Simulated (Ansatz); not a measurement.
**C18HN: nudged elastic band (part 1 of 2)**

The run: nudged elastic band of C18HN (slab, 20 atoms in the cell). Method and program: DFT r2SCAN-D3(BJ), scalar-relativistic, plane waves, PAW, PAW set soft_1, no spin polarisation (Ansatz 0.2.0).

The run did not end well. It belongs to a series of runs on one base structure; here: band between the two ends. Figures and captions count atoms from 1; the log counts them from 0 in places.

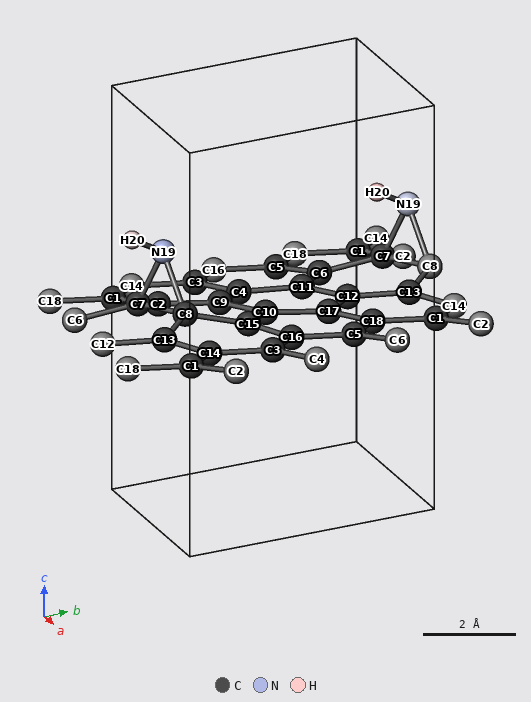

*The starting structure (ball-and-stick view of the cell of the calculation, with the vacuum cut short, seen slightly off an axis; neighbours outside the cell are drawn fainter; atoms are numbered from 1 in the order of the input). An atom can appear more than once, as a periodic image.*

Near neighbours in the periodic cell (some may lie outside the picture): C has 3 C at 1.39 to 1.47 Å; C has 3 C at 1.47 to 1.51 Å and 1 N at 1.49 Å; N has 2 C at 1.49 Å and 1 H at 1.02 Å; H has 1 N at 1.02 Å.

**Input**
```yaml
crystal:
  lattice:
    - [7.398, 0.0, 0.0]
    - [-3.699, 6.406856, 0.0]
    - [0.0, 0.0, 12.0]
  atoms:
    - { symbol: C, position: [-0.00075961, 0.00704723, 0.07745413] }
    - { symbol: C, position: [0.21934336, 0.12044805, 0.08499407] }
    - { symbol: C, position: [0.00048327, 0.3397035, 0.07802325] }
    - { symbol: C, position: [0.22011666, 0.44937264, 0.07838785] }
    - { symbol: C, position: [-0.00070125, 0.67158294, 0.07749777] }
    - { symbol: C, position: [0.22001955, 0.77873841, 0.08499406] }
    - { symbol: C, position: [0.32616792, 0.0027912, 0.10937917] }
    - { symbol: C, position: [0.56245952, 0.12093835, 0.10936335] }
    - { symbol: C, position: [0.33069074, 0.33694553, 0.08254011] }
    - { symbol: C, position: [0.55792493, 0.4505633, 0.08253645] }
    - { symbol: C, position: [0.33086144, 0.67255037, 0.08224211] }
    - { symbol: C, position: [0.55775709, 0.78599937, 0.08223833] }
    - { symbol: C, position: [0.66860115, 0.00302765, 0.08497709] }
    - { symbol: C, position: [0.88932081, 0.11659199, 0.07749077] }
    - { symbol: C, position: [0.66927321, 0.34541196, 0.08497171] }
    - { symbol: C, position: [0.88937808, 0.45211667, 0.07744501] }
    - { symbol: C, position: [0.66850045, 0.67356551, 0.07839] }
    - { symbol: C, position: [0.8881334, 0.78352918, 0.07803016] }
    - { symbol: "N", position: [0.44432302, 0.06884104, 0.2157976] }
    - { symbol: H, position: [0.44433905, -0.05799276, 0.24907973] }
basis:
  ecutwfc: 500.0
kpoints:
  mp_grid: { grid: [2, 2, 1] }
hamiltonian:
  xc: r2scan
  dispersion: d3bj
  pseudopotentials: { kind: paw, azcp: { folder: soft_1 } }
scf:
  occupations: { method: gaussian, width: 0.05 }
  lower_state_search: "off"
neb:
  images: 5
  f_tol: 0.05
  initial_path: idpp
  max_iterations: 16
  spring: 10.0
  final_atoms:
    - { symbol: C, position: [0.00217093, -0.00080634, 0.10102897] }
    - { symbol: C, position: [0.22877694, 0.11564362, 0.08216117] }
    - { symbol: C, position: [0.00134798, 0.33167067, 0.07569322] }
    - { symbol: C, position: [0.22355819, 0.44200379, 0.07533373] }
    - { symbol: C, position: [0.00141707, 0.66406799, 0.06984159] }
    - { symbol: C, position: [0.22267194, 0.77167986, 0.07678249] }
    - { symbol: C, position: [0.32913952, -0.00634015, 0.10082827] }
    - { symbol: C, position: [0.56358901, 0.11392071, 0.10571084] }
    - { symbol: C, position: [0.33627176, 0.33127055, 0.07569814] }
    - { symbol: C, position: [0.56028753, 0.44377738, 0.07323487] }
    - { symbol: C, position: [0.33514937, 0.66409926, 0.07712933] }
    - { symbol: C, position: [0.5595865, 0.77733866, 0.0794698] }
    - { symbol: C, position: [0.67066263, -0.00274934, 0.08350253] }
    - { symbol: C, position: [0.88796181, 0.11182446, 0.08064174] }
    - { symbol: C, position: [0.67102462, 0.33642533, 0.0782969] }
    - { symbol: C, position: [0.88938636, 0.44281554, 0.07103883] }
    - { symbol: C, position: [0.67137239, 0.6653886, 0.07446123] }
    - { symbol: C, position: [0.88967114, 0.77171807, 0.07595758] }
    - { symbol: "N", position: [0.4380216, 0.05004498, 0.20636299] }
    - { symbol: H, position: [-0.00058582, -0.00527516, 0.19432572] }
  order_check: false
```

Hardware: 2 threads of Arm Neoverse V1, 24 GiB of memory available, shared host.

Run as:
```bash
ansatz run input.yaml --threads 2 --pin off --max-ram 5120MiB --backend cpu --events-out ev --progress --plain --runs-dir out
```

**What the program printed**
```
Warning: neb: disabling space-group detection — the band's intermediate images generally break the endpoint symmetry, so no spatial operation reduces the k-mesh or symmetrises the density, except that a semilocal band can use its path's symmetry ahead of convergence; time reversal is kept, so that k and −k are solved as one point where they differ and the mesh holds both, and exact exchange and, on two spinor components, a DFT+U term hold to it where the run has them: on two components no moment then forms, and a state that bears one, which a typed moment (crystal.atoms[].spin; refused beside efield: under a hybrid functional) reaches, can lie lower, under hf by electronvolts; crystal.symmetry.detect: false (a key that needs symmetry detection or time reversal refuses this as the deck is read) with time_reversal: false beside it drops time reversal too
Warning: the engine holds no damping parameters fitted to this dispersion correction and functional, so the run takes those fitted to r2scan beside the three-body term, which d3bj leaves out (hamiltonian.dispersion, under Limitations)
Engine: ansatz 0.2.0, aarch64-unknown-linux-gnu
Pseudopotentials: kind: paw
Pseudopotential: C, paw, valence charge 4, recommended cutoff 500 eV (meta_gga), [file]
Pseudopotential: N, paw, valence charge 5, recommended cutoff 500 eV (meta_gga), [file]
Pseudopotential: H, paw, valence charge 1, recommended cutoff 500 eV (meta_gga), [file]
Functional definition: r2SCAN
  parameter k0 = 0.174
  parameter k1 = 0.065
  parameter a1 = 4.9479
  exchange = r2scan_x(k0 = k0, k1 = k1, a1 = a1)
  correlation = r2scan_c
parallel-image band execution: 2 concurrent image workers
NEB image 0
Crystal: 20 atoms, lattice volume = 568.775 Å³
Basis set: ecut = 500 eV, 14473 PW (Γ), exchange–correlation on 216×216×360 points (64 copies of the dense FFT grid, shifted against one another)
Bands: 59, of which v1, the nominal top of the filled ones, is band 39 counted from 1 (38 counted from 0)
Symmetry: 1 space group operations
k-points: 4
Non-local potential: C, projectors of the file, l = 0: 2, l = 1: 2, l = 2: 1
Non-local potential: N, projectors of the file, l = 0: 2, l = 1: 2, l = 2: 1
Non-local potential: H, projectors of the file, l = 0: 2, l = 1: 1
PAW form: soft (Blöchl's): semilocal exchange-correlation on the pseudo side does not see the compensation charge
PAW frozen core: C, regenerated for the run's functional (the file was generated under x = pbe(κ = 0.804, μ = 0.2195149727645171), c = pbe(β = 0.06672455060314922))
PAW frozen core: N, regenerated for the run's functional (the file was generated under x = pbe(κ = 0.804, μ = 0.2195149727645171), c = pbe(β = 0.06672455060314922))
PAW one-centre angular grid: C, 302 points (default); XC on 219 of its mesh's 2255 points in the sphere
PAW one-centre angular grid: N, 302 points (default); XC on 160 Gauss nodes
PAW one-centre angular grid: H, 302 points (default); XC on 160 Gauss nodes
Initial density: superposition of atomic densities (neutral atoms: chi_scale 0, normalization atom)
Initial wavefunctions: pseudopotential atomic-orbital guess
Functional: x = r2scan, c = r2scan; τ floored in thin density (d = 2e-4 eV/Å³)
SCF iter   1: F=-4923.504938 eV  HF=-4936.636972 eV  |F-HF|=1.31e1  |Δ(HF+E_count)|=         —  Δρ=6.87e-2  dr2=2.37e1  dr2_τ=5.56e0  ethr=3.10e-3  ⟨swp⟩=9.5  Hψ=1483  notcnv=0  defer=32
preconditioner: auto → Resta (q_TF=auto, 1.959 Å⁻¹)  ε∞=1.7  [insulator: Δε(μ)=0.367 eV  Ē_g=16.762 eV  σ=0.050 eV  W_gap=1.00  n_scr=66 (ndim 8)  ℏωp=13.6 eV  f_vac=0.625  D(μ)=0.00/eV (n_scr^D=0)  ε∞_Penn≈1.7  vacuum switching on, ρ_ref=2.0e-2 e/Å³]
SCF iter   2: F=-4927.676921 eV  HF=-4929.158503 eV  |F-HF|=1.48e0  |Δ(HF+E_count)|=    7.48e0  Δρ=3.05e-2  dr2=3.98e0  dr2_τ=1.30e-1  ethr=3.10e-3  ⟨swp⟩=3.5  Hψ=545  notcnv=0  defer=59
SCF iter   3: F=-4927.954454 eV  HF=-4928.525224 eV  |F-HF|=5.71e-1  |Δ(HF+E_count)|=   6.33e-1  Δρ=1.05e-2  dr2=7.35e-1  dr2_τ=1.14e-1  ethr=3.10e-3  ⟨swp⟩=4.5  Hψ=480  notcnv=0  defer=57
SCF iter   4: F=-4928.369555 eV  HF=-4928.360518 eV  |F-HF|=9.04e-3  |Δ(HF+E_count)|=   1.65e-1  Δρ=3.10e-3  dr2=2.43e-2  dr2_τ=2.61e-3  ethr=9.43e-4  ⟨swp⟩=3.2  Hψ=481  notcnv=0  defer=55
SCF iter   5: F=-4928.372400 eV  HF=-4928.374222 eV  |F-HF|=1.82e-3  |Δ(HF+E_count)|=   1.37e-2  Δρ=7.70e-4  dr2=4.03e-3  dr2_τ=3.53e-4  ethr=3.11e-5  ⟨swp⟩=2.2  Hψ=340  notcnv=0  defer=55
SCF iter   6: F=-4928.374448 eV  HF=-4928.374358 eV  |F-HF|=9.04e-5  |Δ(HF+E_count)|=   1.36e-4  Δρ=2.10e-4  dr2=2.16e-4  dr2_τ=3.02e-5  ethr=5.16e-6  ⟨swp⟩=2.2  Hψ=330  notcnv=0  defer=55
SCF iter   7: F=-4928.374550 eV  HF=-4928.374539 eV  |F-HF|=1.15e-5  |Δ(HF+E_count)|=   1.81e-4  Δρ=5.94e-5  dr2=2.09e-5  dr2_τ=2.53e-6  ethr=2.77e-7  ⟨swp⟩=2.0  Hψ=370  notcnv=0  defer=55
SCF iter   8: F=-4928.374719 eV  HF=-4928.374718 eV  |F-HF|=9.95e-7  |Δ(HF+E_count)|=   1.80e-4  Δρ=2.27e-5  dr2=3.17e-6  dr2_τ=3.00e-7  ethr=2.68e-8  ⟨swp⟩=2.0  Hψ=370  notcnv=0  defer=55
SCF iter   9: F=-4928.374721 eV  HF=-4928.374721 eV  |F-HF|=2.26e-7  |Δ(HF+E_count)|=   2.29e-6  Δρ=8.01e-6  dr2=3.31e-7  dr2_τ=3.80e-8  ethr=4.07e-9  ⟨swp⟩=2.0  Hψ=337  notcnv=0  defer=55
SCF iter  10: F=-4928.374721 eV  HF=-4928.374721 eV  |F-HF|=3.41e-8  |Δ(HF+E_count)|=   3.32e-7  Δρ=2.49e-6  dr2=2.68e-8  dr2_τ=3.98e-9  ethr=1.28e-10  ⟨swp⟩=5.0  Hψ=800  notcnv=0
SCF 1 converged in 10 iterations: F = -4928.374721 eV  dr2 = 2.68e-8
  greatest PAW one-centre occupation: 0.821 electrons in one spin orbital (limit 2), on the N atom at site 18 (counted from 0), in its partial waves of l = 0
NSCF: frozen V_eff on 4 k-points
NEB image 6
SCF iter   1: F=-4919.203139 eV  HF=-4933.316974 eV  |F-HF|=1.41e1  |Δ(HF+E_count)|=         —  Δρ=6.93e-2  dr2=2.48e1  dr2_τ=5.52e0  ethr=3.10e-3  ⟨swp⟩=9.8  Hψ=1454  notcnv=0  defer=37
preconditioner: auto → Resta (q_TF=auto, 1.959 Å⁻¹)  ε∞=1.7  [insulator: Δε(μ)=0.875 eV  Ē_g=16.871 eV  σ=0.050 eV  W_gap=1.00  n_scr=66 (ndim 8)  ℏωp=13.8 eV  f_vac=0.626  D(μ)=0.00/eV (n_scr^D=0)  ε∞_Penn≈1.7  vacuum switching on, ρ_ref=2.1e-2 e/Å³]
SCF iter   2: F=-4910.418894 eV  HF=-4927.428578 eV  |F-HF|=1.70e1  |Δ(HF+E_count)|=    5.89e0  Δρ=4.96e-2  dr2=2.12e1  dr2_τ=1.16e0  ethr=3.10e-3  ⟨swp⟩=3.8  Hψ=554  notcnv=0  defer=59
SCF iter   3: F=-4909.929495 eV  HF=-4930.812691 eV  |F-HF|=2.09e1  |Δ(HF+E_count)|=    3.38e0  Δρ=4.94e-2  dr2=2.36e1  dr2_τ=1.97e0  ethr=3.10e-3  ⟨swp⟩=4.5  Hψ=611  notcnv=0  defer=61
SCF iter   4: F=-4921.031217 eV  HF=-4926.359603 eV  |F-HF|=5.33e0  |Δ(HF+E_count)|=    4.45e0  Δρ=2.38e-2  dr2=6.08e0  dr2_τ=2.34e-1  ethr=3.10e-3  ⟨swp⟩=3.5  Hψ=482  notcnv=0  defer=62
SCF iter   5: F=-4924.475969 eV  HF=-4925.331838 eV  |F-HF|=8.56e-1  |Δ(HF+E_count)|=    1.03e0  Δρ=1.09e-2  dr2=1.07e0  dr2_τ=3.26e-2  ethr=3.10e-3  ⟨swp⟩=2.0  Hψ=341  notcnv=0  defer=62
SCF iter   6: F=-4925.065841 eV  HF=-4925.214930 eV  |F-HF|=1.49e-1  |Δ(HF+E_count)|=   1.17e-1  Δρ=3.95e-3  dr2=1.71e-1  dr2_τ=7.66e-3  ethr=1.37e-3  ⟨swp⟩=2.2  Hψ=308  notcnv=0  defer=62
SCF iter   7: F=-4925.186106 eV  HF=-4925.195095 eV  |F-HF|=8.99e-3  |Δ(HF+E_count)|=   1.98e-2  Δρ=1.26e-3  dr2=1.16e-2  dr2_τ=4.61e-4  ethr=2.20e-4  ⟨swp⟩=2.8  Hψ=334  notcnv=0  defer=62
SCF iter   8: F=-4925.182412 eV  HF=-4925.195539 eV  |F-HF|=1.31e-2  |Δ(HF+E_count)|=   4.44e-4  Δρ=1.31e-3  dr2=1.54e-2  dr2_τ=5.27e-4  ethr=1.49e-5  ⟨swp⟩=2.2  Hψ=302  notcnv=0  defer=62
SCF iter   9: F=-4925.192771 eV  HF=-4925.194244 eV  |F-HF|=1.47e-3  |Δ(HF+E_count)|=   1.29e-3  Δρ=4.27e-4  dr2=1.75e-3  dr2_τ=3.98e-5  ethr=1.49e-5  ⟨swp⟩=1.8  Hψ=194  notcnv=0  defer=62
SCF iter  10: F=-4925.193837 eV  HF=-4925.194126 eV  |F-HF|=2.90e-4  |Δ(HF+E_count)|=   1.18e-4  Δρ=1.87e-4  dr2=3.42e-4  dr2_τ=1.38e-5  ethr=2.25e-6  ⟨swp⟩=2.8  Hψ=337  notcnv=0  defer=62
SCF iter  11: F=-4925.194100 eV  HF=-4925.194100 eV  |F-HF|=5.53e-8  |Δ(HF+E_count)|=   2.67e-5  Δρ=1.92e-5  dr2=2.77e-6  dr2_τ=5.87e-7  ethr=4.39e-7  ⟨swp⟩=2.0  Hψ=197  notcnv=0  defer=62
[...]
  greatest PAW one-centre occupation: 0.835 electrons in one spin orbital (limit 2), on the N atom at site 18 (counted from 0), in its partial waves of l = 0
NSCF: frozen V_eff on 4 k-points
NEB end point (image 0): max|allowed force component| = 1.604e-2 eV/Å (the criterion of neb.relax_end_points is 1.000e-2)
NEB end point (image 6): max|allowed force component| = 2.820e-2 eV/Å (the criterion of neb.relax_end_points is 1.000e-2)
NEB image 1
preconditioner: auto → Resta (q_TF=auto, 1.959 Å⁻¹)  ε∞=1.7  [insulator: Δε(μ)=0.347 eV  Ē_g=16.609 eV  σ=0.050 eV  W_gap=1.00  n_scr=66 (ndim 8)  ℏωp=13.6 eV  f_vac=0.622  D(μ)=0.00/eV (n_scr^D=0)  ε∞_Penn≈1.7  vacuum switching on, ρ_ref=2.0e-2 e/Å³]
  greatest PAW one-centre occupation: 0.810 electrons in one spin orbital (limit 2), on the N atom at site 18 (counted from 0), in its partial waves of l = 0
NEB image 2
preconditioner: auto → Resta (q_TF=auto, 1.959 Å⁻¹)  ε∞=1.7  [insulator: Δε(μ)=0.334 eV  Ē_g=16.448 eV  σ=0.050 eV  W_gap=1.00  n_scr=66 (ndim 8)  ℏωp=13.6 eV  f_vac=0.619  D(μ)=0.00/eV (n_scr^D=0)  ε∞_Penn≈1.7  vacuum switching on, ρ_ref=2.0e-2 e/Å³]
  greatest PAW one-centre occupation: 0.806 electrons in one spin orbital (limit 2), on the N atom at site 18 (counted from 0), in its partial waves of l = 0
NEB image 3
preconditioner: auto → Resta (q_TF=auto, 1.959 Å⁻¹)  ε∞=1.7  [insulator: Δε(μ)=0.304 eV  Ē_g=16.335 eV  σ=0.050 eV  W_gap=1.00  n_scr=66 (ndim 8)  ℏωp=13.6 eV  f_vac=0.617  D(μ)=0.00/eV (n_scr^D=0)  ε∞_Penn≈1.7  vacuum switching on, ρ_ref=1.9e-2 e/Å³]
preconditioner: auto → LDOS  [insulator: Δε(μ)=0.086 eV  Ē_g=15.899 eV  σ=0.050 eV  W_gap=0.77  n_scr=66 (ndim 8)  ℏωp=13.8 eV  f_vac=0.635  D(μ)=6.99/eV (n_scr^D=34)  ε∞_Penn≈1.7  β→1.0]
  greatest PAW one-centre occupation: 0.825 electrons in one spin orbital (limit 2), on the N atom at site 18 (counted from 0), in its partial waves of l = 0
NEB image 4
preconditioner: auto → Resta (q_TF=auto, 1.959 Å⁻¹)  ε∞=1.7  [insulator: Δε(μ)=0.239 eV  Ē_g=16.264 eV  σ=0.050 eV  W_gap=1.00  n_scr=66 (ndim 8)  ℏωp=13.6 eV  f_vac=0.617  D(μ)=0.04/eV (n_scr^D=0)  ε∞_Penn≈1.7  vacuum switching on, ρ_ref=1.9e-2 e/Å³]
preconditioner: auto → LDOS  [insulator: Δε(μ)=0.126 eV  Ē_g=15.845 eV  σ=0.050 eV  W_gap=0.93  n_scr=66 (ndim 8)  ℏωp=13.8 eV  f_vac=0.635  D(μ)=2.28/eV (n_scr^D=2)  ε∞_Penn≈1.8  β→1.0]
  greatest PAW one-centre occupation: 0.836 electrons in one spin orbital (limit 2), on the N atom at site 18 (counted from 0), in its partial waves of l = 0
NEB image 5
preconditioner: auto → Resta (q_TF=auto, 1.959 Å⁻¹)  ε∞=1.7  [insulator: Δε(μ)=0.661 eV  Ē_g=16.652 eV  σ=0.050 eV  W_gap=1.00  n_scr=66 (ndim 8)  ℏωp=13.8 eV  f_vac=0.620  D(μ)=0.00/eV (n_scr^D=0)  ε∞_Penn≈1.7  vacuum switching on, ρ_ref=2.0e-2 e/Å³]
NEB iter   1: max|band force component| = 4.533e0 eV/Å  barrier→ = 5.7325 eV  barrier← = 2.5521 eV  Δτ_max = 0.2000 Å  (89 SCF iters)
NEB image 1
Initial density: handed on by an earlier stage of this run
Initial wavefunctions: those handed on with the density
preconditioner: auto → Resta (q_TF=auto, 1.959 Å⁻¹)  ε∞=1.8  [insulator: Δε(μ)=0.278 eV  Ē_g=15.262 eV  σ=0.050 eV  W_gap=1.00  n_scr=66 (ndim 8)  ℏωp=13.8 eV  f_vac=0.663  D(μ)=0.01/eV (n_scr^D=0)  ε∞_Penn≈1.8  vacuum switching on, ρ_ref=1.7e-2 e/Å³]
  greatest PAW one-centre occupation: 0.812 electrons in one spin orbital (limit 2), on the N atom at site 18 (counted from 0), in its partial waves of l = 0
NEB image 2
preconditioner: auto → Resta (q_TF=auto, 1.959 Å⁻¹)  ε∞=1.8  [insulator: Δε(μ)=0.263 eV  Ē_g=15.118 eV  σ=0.050 eV  W_gap=1.00  n_scr=66 (ndim 8)  ℏωp=13.8 eV  f_vac=0.659  D(μ)=0.01/eV (n_scr^D=0)  ε∞_Penn≈1.8  vacuum switching on, ρ_ref=1.7e-2 e/Å³]
  greatest PAW one-centre occupation: 0.787 electrons in one spin orbital (limit 2), on the N atom at site 18 (counted from 0), in its partial waves of l = 0
NEB image 3
preconditioner: auto → Resta (q_TF=auto, 1.959 Å⁻¹)  ε∞=1.8  [insulator: Δε(μ)=0.198 eV  Ē_g=15.108 eV  σ=0.050 eV  W_gap=0.99  n_scr=66 (ndim 8)  ℏωp=13.8 eV  f_vac=0.652  D(μ)=0.22/eV (n_scr^D=0)  ε∞_Penn≈1.8  vacuum switching on, ρ_ref=1.7e-2 e/Å³]
preconditioner: auto → LDOS  [insulator: Δε(μ)=1.047 eV  Ē_g=14.986 eV  σ=0.050 eV  W_gap=0.64  n_scr=66 (ndim 8)  ℏωp=13.8 eV  f_vac=0.653  D(μ)=15.47/eV (n_scr^D=98)  ε∞_Penn≈1.8  β→1.0]
NEB image 4
preconditioner: auto → LDOS  [metal: Δε(μ)=0.003 eV  Ē_g=15.086 eV  σ=0.050 eV  W_gap=0.03  n_scr=66 (ndim 8)  ℏωp=13.8 eV  f_vac=0.652  D(μ)=11.30/eV (n_scr^D=66)  β→1.0]
NEB image 5
preconditioner: auto → Resta (q_TF=auto, 1.959 Å⁻¹)  ε∞=1.8  [insulator: Δε(μ)=0.512 eV  Ē_g=15.095 eV  σ=0.050 eV  W_gap=1.00  n_scr=66 (ndim 8)  ℏωp=13.8 eV  f_vac=0.658  D(μ)=0.00/eV (n_scr^D=0)  ε∞_Penn≈1.8  vacuum switching on, ρ_ref=1.7e-2 e/Å³]
  greatest PAW one-centre occupation: 0.833 electrons in one spin orbital (limit 2), on the N atom at site 18 (counted from 0), in its partial waves of l = 0
NEB iter   2: max|band force component| = 3.152e0 eV/Å  barrier→ = 5.0415 eV  barrier← = 1.8610 eV  Δτ_max = 0.2000 Å  (50 SCF iters)
[... from here on the SCF iterations and repeated set-up lines of each step are left out, up to the last step ...]
NEB image 1
NEB image 2
NEB image 3
NEB image 4
NEB image 5
NEB iter   3: max|band force component| = 6.946e0 eV/Å  barrier→ = 4.7253 eV  barrier← = 1.5448 eV  Δτ_max = 0.1016 Å  (49 SCF iters)
NEB image 1
NEB image 2
NEB image 3
NEB image 4
NEB image 5
NEB iter   4: max|band force component| = 2.675e0 eV/Å  barrier→ = 4.5486 eV  barrier← = 1.3681 eV  Δτ_max = 0.2000 Å  (47 SCF iters)
NEB image 1
NEB image 2
NEB image 3
NEB image 4
NEB image 5
NEB iter   5: max|band force component| = 4.131e0 eV/Å  barrier→ = 4.1549 eV  barrier← = 0.9745 eV  Δτ_max = 0.1008 Å  (43 SCF iters)
NEB image 1
NEB image 2
NEB image 3
NEB image 4
NEB image 5
NEB iter   6: max|band force component| = 1.278e0 eV/Å  barrier→ = 3.9252 eV  barrier← = 0.7447 eV  Δτ_max = 0.2000 Å  (40 SCF iters)
NEB image 1
NEB image 2
NEB image 3
NEB image 4
NEB image 5
NEB iter   7: max|band force component| = 1.527e0 eV/Å  barrier→ = 3.7281 eV  barrier← = 0.5477 eV  Δτ_max = 0.1003 Å  (43 SCF iters)
NEB image 1
NEB image 2
NEB image 3
NEB image 4
NEB image 5
NEB iter   8: max|band force component| = 9.988e-1 eV/Å  barrier→ = 3.7244 eV  barrier← = 0.5440 eV  Δτ_max = 0.1012 Å  (39 SCF iters)
NEB image 1
NEB image 2
NEB image 3
NEB image 4
NEB image 5
NEB iter   9: max|band force component| = 1.298e0 eV/Å  barrier→ = 3.7074 eV  barrier← = 0.5270 eV  Δτ_max = 0.0499 Å  (41 SCF iters)
NEB image 1
NEB image 2
NEB image 3
NEB image 4
NEB image 5
NEB iter  10: max|band force component| = 1.514e0 eV/Å  barrier→ = 3.7128 eV  barrier← = 0.5323 eV  Δτ_max = 0.0510 Å  (36 SCF iters)
NEB image 1
NEB image 2
NEB image 3
NEB image 4
NEB image 5
NEB iter  11: max|band force component| = 1.501e0 eV/Å  barrier→ = 3.6979 eV  barrier← = 0.5175 eV  Δτ_max = 0.0998 Å  (37 SCF iters)
NEB image 1
NEB image 2
NEB image 3
NEB image 4
NEB image 5
NEB iter  12: max|band force component| = 1.302e0 eV/Å  barrier→ = 3.7003 eV  barrier← = 0.5199 eV  Δτ_max = 0.2000 Å  (40 SCF iters)
NEB image 1
NEB image 2
NEB image 3
NEB image 4
NEB image 5
NEB iter  13: max|band force component| = 1.095e0 eV/Å  barrier→ = 3.8320 eV  barrier← = 0.6515 eV  Δτ_max = 0.1987 Å  (44 SCF iters)
NEB image 1
NEB image 2
NEB image 3
NEB image 4
NEB image 5
NEB iter  14: max|band force component| = 1.226e0 eV/Å  barrier→ = 4.0048 eV  barrier← = 0.8244 eV  Δτ_max = 0.1011 Å  (44 SCF iters)
NEB image 1
NEB image 2
NEB image 3
NEB image 4
NEB image 5
NEB iter  15: max|band force component| = 6.756e-1 eV/Å  barrier→ = 4.1037 eV  barrier← = 0.9233 eV  Δτ_max = 0.1974 Å  (40 SCF iters)
NEB image 1
preconditioner: auto → Resta (q_TF=auto, 1.959 Å⁻¹)  ε∞=1.8  [insulator: Δε(μ)=0.260 eV  Ē_g=15.221 eV  σ=0.050 eV  W_gap=1.00  n_scr=66 (ndim 8)  ℏωp=13.8 eV  f_vac=0.664  D(μ)=0.01/eV (n_scr^D=0)  ε∞_Penn≈1.8  vacuum switching on, ρ_ref=1.7e-2 e/Å³]
NEB image 2
preconditioner: auto → Resta (q_TF=auto, 1.959 Å⁻¹)  ε∞=1.8  [insulator: Δε(μ)=0.287 eV  Ē_g=15.243 eV  σ=0.050 eV  W_gap=1.00  n_scr=66 (ndim 8)  ℏωp=13.8 eV  f_vac=0.663  D(μ)=0.00/eV (n_scr^D=0)  ε∞_Penn≈1.8  vacuum switching on, ρ_ref=1.7e-2 e/Å³]
NEB image 3
preconditioner: auto → LDOS  [insulator: Δε(μ)=0.082 eV  Ē_g=15.095 eV  σ=0.050 eV  W_gap=0.76  n_scr=66 (ndim 8)  ℏωp=13.8 eV  f_vac=0.655  D(μ)=5.72/eV (n_scr^D=22)  ε∞_Penn≈1.8  β→1.0]
NEB image 4
preconditioner: auto → Resta (q_TF=auto, 1.959 Å⁻¹)  ε∞=1.8  [insulator: Δε(μ)=0.327 eV  Ē_g=15.346 eV  σ=0.050 eV  W_gap=1.00  n_scr=66 (ndim 8)  ℏωp=13.8 eV  f_vac=0.666  D(μ)=0.00/eV (n_scr^D=0)  ε∞_Penn≈1.8  vacuum switching on, ρ_ref=1.7e-2 e/Å³]
NEB image 5
preconditioner: auto → Resta (q_TF=auto, 1.959 Å⁻¹)  ε∞=1.8  [insulator: Δε(μ)=0.589 eV  Ē_g=15.145 eV  σ=0.050 eV  W_gap=1.00  n_scr=66 (ndim 8)  ℏωp=13.8 eV  f_vac=0.665  D(μ)=0.00/eV (n_scr^D=0)  ε∞_Penn≈1.8  vacuum switching on, ρ_ref=1.7e-2 e/Å³]
[...]
SCF iter   8: F=-4924.168118 eV  HF=-4924.168118 eV  |F-HF|=4.18e-10  |Δ(HF+E_count)|=   2.79e-7  Δρ=3.12e-6  dr2=5.00e-8  dr2_τ=5.70e-9  ethr=1.28e-10  ⟨swp⟩=5.0  Hψ=837  notcnv=0
SCF 82 converged in 8 iterations: F = -4924.168118 eV  dr2 = 5.00e-8
NEB iter  16: max|band force component| = 9.979e-1 eV/Å  barrier→ = 4.2066 eV  barrier← = 1.0262 eV  Δτ_max = 0.1004 Å  (42 SCF iters)
```
